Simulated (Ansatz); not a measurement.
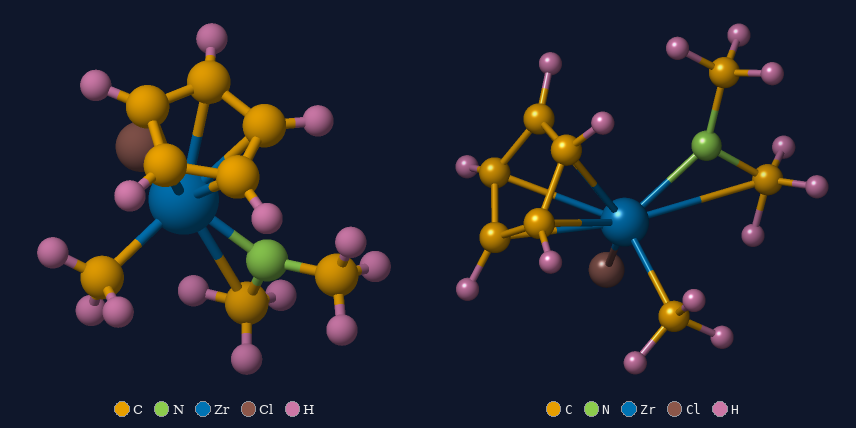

Two views of one molecule.

The species is neutral and a spin singlet. The computed structure is the end point of a PBE0-D4/def2-TZVP optimisation. No frequency run is at hand to confirm it as a minimum.

What does the picture show?

It has 25 atoms: 8 carbon, 14 hydrogen, 1 chlorine, 1 nitrogen and 1 zirconium (C₈H₁₄ClNZr). This geometry has C1 symmetry.

The parts below concern this one geometry. Atoms keep their numbers from picture to picture.

### Geometry

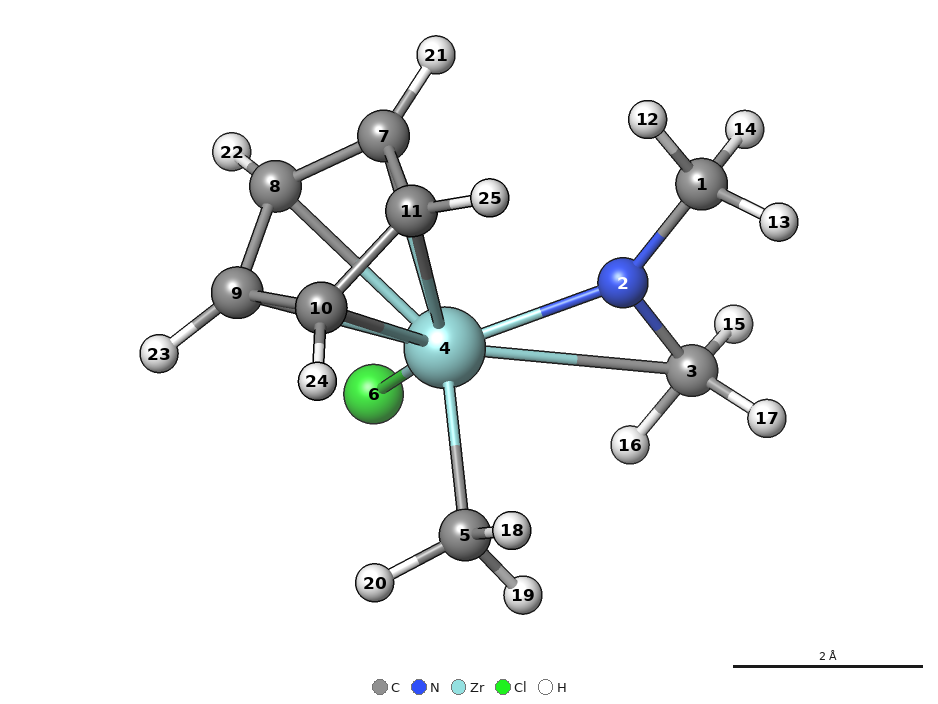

The atoms are numbered. No frequency run is at hand to confirm it as a minimum.

List the bonds and their lengths. Leave out bonds to hydrogen.

```csv
bond,length (Å)
C1–N2,1.434
N2–C3,1.449
N2–Zr4,2.015
C3–Zr4,2.770
Zr4–C5,2.245
Zr4–Cl6,2.404
Zr4–C7,2.508
Zr4–C8,2.500
Zr4–C9,2.496
Zr4–C10,2.511
Zr4–C11,2.517
C7–C8,1.410
C7–C11,1.412
C8–C9,1.410
C9–C10,1.412
C10–C11,1.410
```

### Electronic properties

No frequency run is at hand to confirm it as a minimum. Properties computed with RKS r2SCAN0-D4/def2-TZVPP, core potentials on Zr (Ansatz 0.2.0).

**What is the dispersion correction?**

−24.7 kJ/mol.

**What is the HOMO energy (Kohn–Sham orbital)?**

−6.78 eV.

**Give the HOMO–LUMO gap at this level.**

5.98 eV.

### Dipole moment

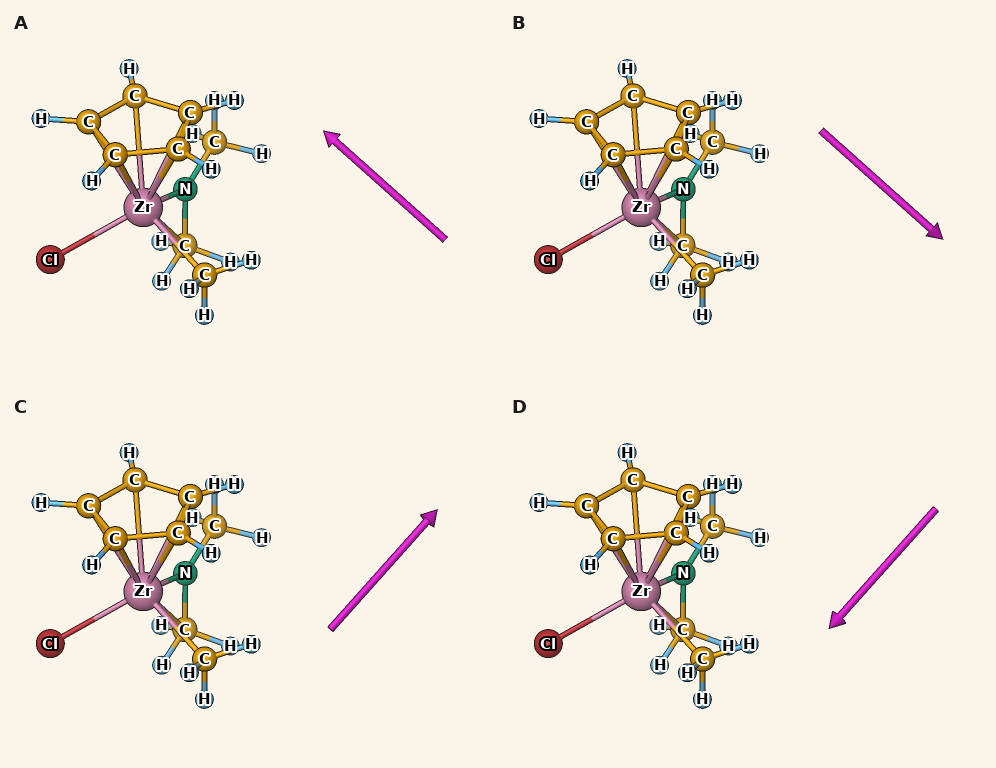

The same molecule four times, each with an arrow. No frequency run is at hand to confirm it as a minimum. Properties computed with RKS PBE0-D4/def2-TZVP, core potentials on Zr (Ansatz 0.2.0).

**Which arrow points along the dipole moment, from the negative to the positive end?**

C. The dipole moment is 3.10 D.

### Charges

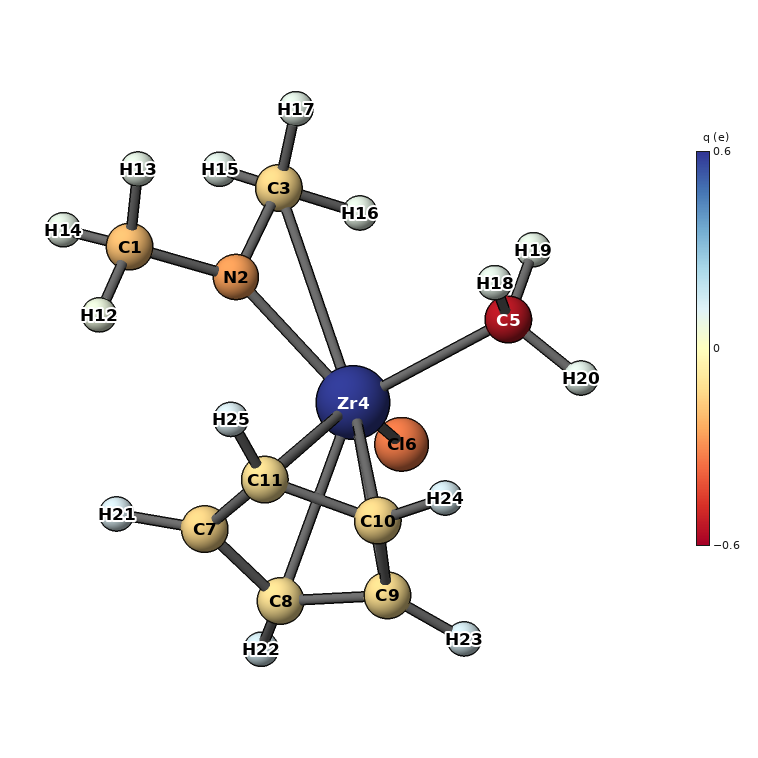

Atoms are coloured by their Mulliken charges. No frequency run is at hand to confirm it as a minimum. Level of theory: RKS PBE-D4/def2-TZVPP, core potentials on Zr (Ansatz 0.2.0).

**Which atom carries the highest charge (most positive or least negative)?**

Zr4 (0.58 e).

**And the lowest?**

C5 (−0.53 e).

List the Mulliken charges.

| atom | value (e) |
| --- | --- |
| C1 | −0.19 |
| N2 | −0.26 |
| C3 | −0.13 |
| Zr4 | 0.58 |
| C5 | −0.53 |
| Cl6 | −0.32 |
| C7 | −0.13 |
| C8 | −0.10 |
| C9 | −0.12 |
| C10 | −0.13 |
| C11 | −0.10 |
| H12 | 0.07 |
| H13 | 0.09 |
| H14 | 0.09 |
| H15 | 0.09 |
| H16 | 0.09 |
| H17 | 0.09 |
| H18 | 0.09 |
| H19 | 0.09 |
| H20 | 0.10 |
| H21 | 0.12 |
| H22 | 0.14 |
| H23 | 0.14 |
| H24 | 0.13 |
| H25 | 0.12 |

Mulliken values depend strongly on the basis set and can even reverse the polarity of a bond.
